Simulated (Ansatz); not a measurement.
## Fields on a plane of ZrO2 (baddeleyite type, space group P2_1/c)

```
CELL_PARAMETERS angstrom
      5.18987     0.00000     0.00000
      0.00000     5.24188     0.00000
     -0.90466     0.00000     5.30184
ATOMIC_POSITIONS crystal
  Zr 0.27576 0.04379 0.21002
  Zr 0.72424 0.54379 0.28998
  Zr 0.72424 0.95621 0.78998
  Zr 0.27576 0.45621 0.71002
  O  0.06497 0.32630 0.35005
  O  0.93503 0.82630 0.14995
  O  0.93503 0.67370 0.64995
  O  0.06497 0.17370 0.85005
  O  0.45100 0.75674 0.47552
  O  0.54900 0.25674 0.02448
  O  0.54900 0.24326 0.52448
  O  0.45100 0.74326 0.97552
```

The slice is a (100) plane (indices of the conventional cell) through the point (0.549, 0.243, 0.524) (fractional), spanned by u = [010] and v = [001] in vectors of this cell: u (5.24 Å) and v (5.38 Å, at 90° to u). It covers one period; positions are fractions (u, v).

Atoms on it: O at (0.01, 0.50); O at (0.00, 0.00). Other atoms lie within 1 Å of the plane.

The numbers are results of PBE (plane waves to 420 eV, PAW, scalar-relativistic; Ansatz, a program for electronic structure), not measurements. k mesh 5×5×5. Inside the PAW spheres the values are not all-electron values, and peaks at nuclei hang on which shells count as valence. ZrO2 is run without spin polarisation. ZrO2 was relaxed with its symmetry unable to fall.

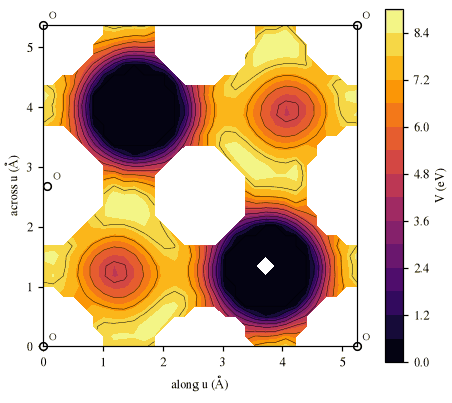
*Electrostatic potential energy of an electron, from the cell's mean, in eV, one period of the plane, atoms marked. Points within 0.9 Å of a nucleus are left white, as the pseudised field means little there. Values under 0 eV are set to 0. The zero, the cell's mean, hangs on the PAW cores.*

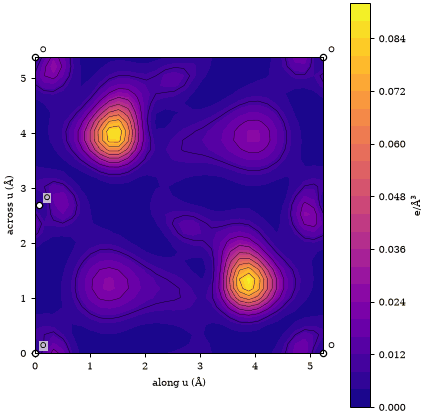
Figure. Density of the lowest conduction band (whole band as if filled, smooth part) in e/Å³, one period of the plane, atoms marked.
